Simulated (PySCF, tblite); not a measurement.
# C5H11BOSi: geometry, infrared bands and NMR shifts

Wanted: the infrared bands and NMR shifts of C5H11BOSi (`COCBC#C[SiH2]C`), by calculation.

Computed with tblite 0.8.0 and PySCF 2.14.0, with density-fitted response routines of our own, on a single molecule in the gas phase. Atoms are numbered from 0 throughout.

### Step 1. The starting structure

19 atoms, charge 0, multiplicity 1; geometry from: force field or distance geometry start.

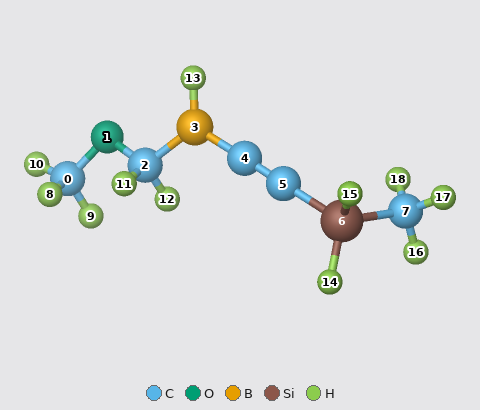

The starting geometry (carbon blue, oxygen teal, boron amber, silicon brown, hydrogen green), atoms numbered; sticks join atoms by distance.

### Step 2. Relaxing the molecule with GFN2-xTB

What the job is given:

```
{"job": {"kind": "relax", "xc": "GFN2-xTB", "basis": "xTB"}, "charge": 0, "multiplicity": 1}
C      4.201700    -0.813500    -0.386000
O      3.360400    -0.629300     0.738300
C      2.196600    -0.132800     0.218200
B      1.064400     0.170500     1.298000
C     -0.350500     0.487200     0.751200
C     -1.455800     0.722200     0.303100
Si    -3.114200     1.070200    -0.351300
C     -4.247900    -0.319700     0.133600
H      4.297800     0.217300    -0.832800
H      3.648400    -1.408600    -1.165900
H      5.138900    -1.294500    -0.162200
H      2.376400     0.824700    -0.305100
H      1.720300    -0.866500    -0.485300
H      1.263600     0.300900     2.439800
H     -3.103700     1.214900    -1.830200
H     -3.536800     2.337800     0.302900
H     -4.500400    -0.928900    -0.781100
H     -5.208600     0.054700     0.593600
H     -3.760400    -0.997200     0.853600
```

On the command line:

```
> OMP_NUM_THREADS=1 python probes_run.py task.json out
```

This one command runs all jobs of the session in turn.

**Question.** This job is followed by: GFN2-xTB harmonic vibrations, gas phase; GIAO PBE0/pcSseg-1 NMR shielding, non-relativistic, gas phase. Predict these results of the whole session: strongest single infrared mode (GFN2-xTB); zero-point energy (GFN2-xTB); ¹³C shifts against TMS (PBE0/pcSseg-1); ¹H shifts against TMS (PBE0/pcSseg-1, means over atoms taken as alike); ¹⁷O shifts against H2O (PBE0/pcSseg-1); ¹¹B shifts against BF3·OEt2 (PBE0/pcSseg-1); ²⁹Si shifts against TMS (PBE0/pcSseg-1).

**Answer**, as computed:

| quantity | value |
| --- | --- |
| strongest single infrared mode (GFN2-xTB) | 2202 cm⁻¹, 455 km/mol |
| zero-point energy (GFN2-xTB) | 88.9 kcal/mol |
| ¹³C shifts against TMS (PBE0/pcSseg-1) | 151.3, 124.8, 84.4, 63.6, -5.6 ppm |
| ¹H shifts against TMS (PBE0/pcSseg-1, means over atoms taken as alike) | 7.00, 4.60, 3.73, 3.45, 0.37 ppm |
| ¹⁷O shifts against H2O (PBE0/pcSseg-1) | 18.9 ppm |
| ¹¹B shifts against BF3·OEt2 (PBE0/pcSseg-1) | 69.7 ppm |
| ²⁹Si shifts against TMS (PBE0/pcSseg-1) | -69.3 ppm |

The optimisation took 147 steps and gained 0.503 eV; among the close pairs (by a distance rule), B3–C4 changed most, from 1.550 to 1.499 Å. All 51 modes are real, so the xTB geometry is a minimum. The strongest single mode, at 2202 cm⁻¹, moves mainly H14. Unscaled tight-binding wavenumbers are off by several per cent, some by more. Its intensities can rank the bands wrongly. At PBE0/pcSseg-1: The largest span, 323 ppm, is at C4, where the paramagnetic term is -200 ppm.
